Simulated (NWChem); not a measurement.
**One shape, several levels: C4H6 (1-butyne)**

We compute a comparison of 6 runs (HF/cc-pVDZ, PBE0/cc-pVDZ, PBE/cc-pVDZ, SVWN5/cc-pVDZ, MP2/cc-pVDZ, CCSD(T)/cc-pVDZ) of C4H6 (1-butyne). 

Program for the calculation: NWChem 7.3.0.

1 further run of the same task is left out (set aside as unsound or not needed). Runs told in other sessions of the task aren't counted.

### Step 1. The molecule

The species is C4H6 (10 atoms), meant as a singlet with charge 0. SMILES: `C#CCC`. The C4–H8 distance was set to 1.965 Å, away from the relaxed value. At this shape a bond of the SMILES string is far longer than usual.

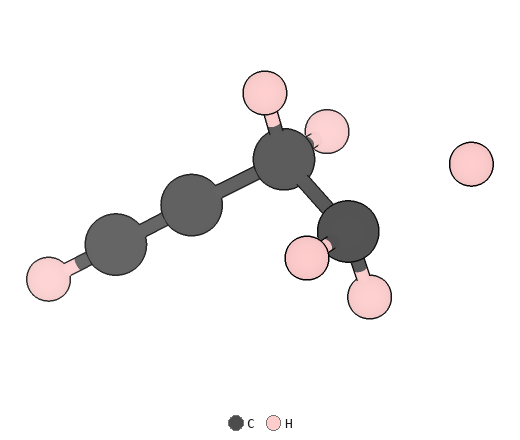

The structure, seen from a chosen angle (carbon dark grey, hydrogen pink).

### Step 2. A single-point energy at HF/cc-pVDZ (run 1)

File nw.xyz:

```xyz
10
C4H6
C     -1.201024     2.248608    -1.828034
C     -0.548674     1.457768    -1.203174
C      0.215136     0.488718    -0.435084
C     -0.667254    -0.421462     0.414996
H     -1.774034     2.951808    -2.384184
H      0.817836    -0.112312    -1.124014
H      0.924896     1.024358     0.204006
H      0.435830    -1.700320     1.420050
H     -1.253574     0.161808     1.126766
H     -1.361604    -0.983392    -0.211664
```

File nw.nw:

```
start nw
title "C4H6"
memory 2200 mb
charge 0
geometry noautosym nocenter noautoz
  load format xyz nw.xyz
end
basis spherical bse
  C library cc-pVDZ
  H library cc-pVDZ
end
scf
  singlet
  rhf
  thresh 1e-08
  maxiter 80
  noprint "final vectors analysis"
end
task scf energy
```

Command:

```
$ nwchem nw.nw > nw.out
```

Log:

```text
[...]
  functions       =    86
[...]
  wavefunction    = RHF
[...]
         Total SCF energy =   -154.770132117850
      One-electron energy =   -406.927492579855
      Two-electron energy =    151.155984628022
 Nuclear repulsion energy =    101.001375833983
        Time for solution =     12.1s
[...]
```

Wall time 13 s (1 thread of Intel Xeon 6975P-C (Granite Rapids), shared host); peak memory 0.097 GiB.

### Step 3. The energy at PBE0/cc-pVDZ (run 2)

File c4h6.nw:

```
start c4h6
title "C4H6 energy"
memory 2200 mb

geometry noautosym nocenter noautoz
  C     -1.201024     2.248608    -1.828034
  C     -0.548674     1.457768    -1.203174
  C      0.215136     0.488718    -0.435084
  C     -0.667254    -0.421462     0.414996
  H     -1.774034     2.951808    -2.384184
  H      0.817836    -0.112312    -1.124014
  H      0.924896     1.024358     0.204006
  H      0.435830    -1.700320     1.420050
  H     -1.253574     0.161808     1.126766
  H     -1.361604    -0.983392    -0.211664
end

basis spherical bse
  * library cc-pVDZ
end

dft
  xc pbe0
  grid xfine
  convergence energy 1e-08
  maxiter 100
  mulliken
  print low
end

task dft energy
```

Command:

```
$ nwchem c4h6.nw > c4h6.out
```

Log:

```text
[...]
 d= 0,ls=0.0,diis     1   -155.6080861574 -2.57D+02  6.96D-03  2.96D-01     4.0
[...]
 d= 0,ls=0.0,diis    10   -155.6481254128 -4.69D-09  2.71D-07  5.38D-10    32.0
         Total DFT energy =     -155.648125412811
      One electron energy =     -407.579551340254
           Coulomb energy =      174.442366502518
    Exchange-Corr. energy =      -23.512316409058
 Nuclear repulsion energy =      101.001375833983
[...]
      Total Density - Mulliken Population Analysis
     ---------------------------------------------
    Atom       Charge   Shell Charges
 -----------   ------   -------------------------------------------------------
    1 C    6     6.40   2.01  0.65  0.87  2.02  0.82  0.03
    2 C    6     5.73   2.01  0.68  0.38  2.03  0.57  0.06
    3 C    6     6.03   2.01  0.66  0.37  2.13  0.79  0.07
    4 C    6     6.13   2.01  0.67  0.54  1.92  0.95  0.05
    5 H    1     1.00   0.73  0.23  0.03
    6 H    1     0.92   0.74  0.15  0.03
    7 H    1     0.92   0.74  0.15  0.03
    8 H    1     1.04   0.51  0.53  0.00
    9 H    1     0.92   0.73  0.16  0.03
   10 H    1     0.92   0.73  0.16  0.03
[...]
```

Run time: 33 s. Hardware: 1 thread of Intel Xeon 6975P-C (Granite Rapids), shared host; peak memory 0.14 GiB.

Runs 3 to 4 aren't shown in full; the table further down has their settings and results.

### Step 4. The energy at MP2/cc-pVDZ (run 5)

File m1.nw:

```
echo
start m1
title "C4H6 energy"
memory total 2200 mb
charge 0

geometry units angstroms noautosym nocenter noautoz
 C       -1.201024       2.248608      -1.828034
 C       -0.548674       1.457768      -1.203174
 C        0.215136       0.488718      -0.435084
 C       -0.667254      -0.421462       0.414996
 H       -1.774034       2.951808      -2.384184
 H        0.817836      -0.112312      -1.124014
 H        0.924896       1.024358       0.204006
 H        0.435830      -1.700320       1.420050
 H       -1.253574       0.161808       1.126766
 H       -1.361604      -0.983392      -0.211664
end

basis spherical bse
 * library cc-pVDZ
end

scf
 thresh 1e-08
 maxiter 80
end

mp2
 freeze core 4
 tight
end

task mp2
```

Command:

```
$ nwchem m1.nw > m1.out
```

Log:

```text
[...]
  functions       =    86
[...]
  wavefunction    = RHF
[...]
         Total SCF energy =   -154.770132117854
      One-electron energy =   -406.927492579847
      Two-electron energy =    151.155984628010
 Nuclear repulsion energy =    101.001375833983
        Time for solution =     12.2s
[...]
          Total MP2 energy          -155.320261825466
[...]
```

Wall time 15 s (1 thread of Intel Xeon 6975P-C (Granite Rapids), shared host); peak memory 0.2 GiB.

### Step 5. A single-point energy at CCSD(T)/cc-pVDZ (run 6)

File mol.nw:

```
start mol
title "C4H6"
memory stack 880 mb heap 220 mb global 1100 mb

geometry units angstrom noautosym nocenter noautoz
   C     -1.201024     2.248608    -1.828034
   C     -0.548674     1.457768    -1.203174
   C      0.215136     0.488718    -0.435084
   C     -0.667254    -0.421462     0.414996
   H     -1.774034     2.951808    -2.384184
   H      0.817836    -0.112312    -1.124014
   H      0.924896     1.024358     0.204006
   H      0.435830    -1.700320     1.420050
   H     -1.253574     0.161808     1.126766
   H     -1.361604    -0.983392    -0.211664
end

basis spherical bse
   * library cc-pVDZ
end

scf
   thresh 1e-08
   maxiter 80
   print low
end

ccsd
   freeze core 4
   maxiter 60
end

task ccsd(t)
```

Command:

```
$ nwchem mol.nw > mol.out
```

Log:

```text
[...]
  functions       =    86
[...]
  wavefunction    = RHF
[...]
         Total SCF energy =   -154.770132117854
      One-electron energy =   -406.927492579847
      Two-electron energy =    151.155984628010
 Nuclear repulsion energy =    101.001375833983
        Time for solution =     12.1s
[...]
 Total MP2 energy:           -155.320261825467639
[...]
             energy      energy      error      ampl     ampl      Block
                                                time     time      time
[...]
 Total CCSD energy:           -155.371032277992754
[...]
 Total CCSD+T(CCSD) energy:           -155.397016322429437
[...]
 Total CCSD(T) energy:                -155.395676368783938
[...]
```

It took 98 s on 1 thread of Intel Xeon 6975P-C (Granite Rapids), shared host; peak memory 0.24 GiB.

### Step 6. Overview of the runs

| run | level | iteration cap | module | energy (Eh) | wall time |
| --- | --- | --- | --- | --- | --- |
| 1 | HF/cc-pVDZ | 80 | scf | -154.770132 | 13 s |
| 2 | PBE0/cc-pVDZ | 100 | dft | -155.648125 | 33 s |
| 3 | PBE/cc-pVDZ | 100 | dft | -155.632682 | 39 s |
| 4 | SVWN5/cc-pVDZ | 100 | dft | -154.363629 | 18 s |
| 5 | MP2/cc-pVDZ | 80 | mp2 | -155.320262 | 15 s |
| 6 | CCSD(T)/cc-pVDZ | 80 | ccsd(t) | -155.395676 | 98 s |

### Step 7. What came out

| quantity | value |
| --- | --- |
| run 6: total energy | -155.39568 Eh |
| run 6: correlation energy (4 core orbitals frozen) | -625.5 mEh |
| run 6: (T) correction | -24.64 mEh |

**Reading.** Below the HF energy at the same shape and in the same basis (cc-pVDZ): MP2 -550.1 mEh; CCSD(T) -625.5 mEh. Over runs 1, 3, 4 the dipole moment (its size) runs from 0.40 D (SVWN5/cc-pVDZ) to 1.15 D (HF/cc-pVDZ). Totals of different functionals can't be ranked against each other. In all runs a closed-shell determinant meets a far-stretched bond; if it breaks into open shells, such a determinant describes it badly, and no broken-symmetry solution was shown. All runs together took 3.6 min, the longest 98 s.
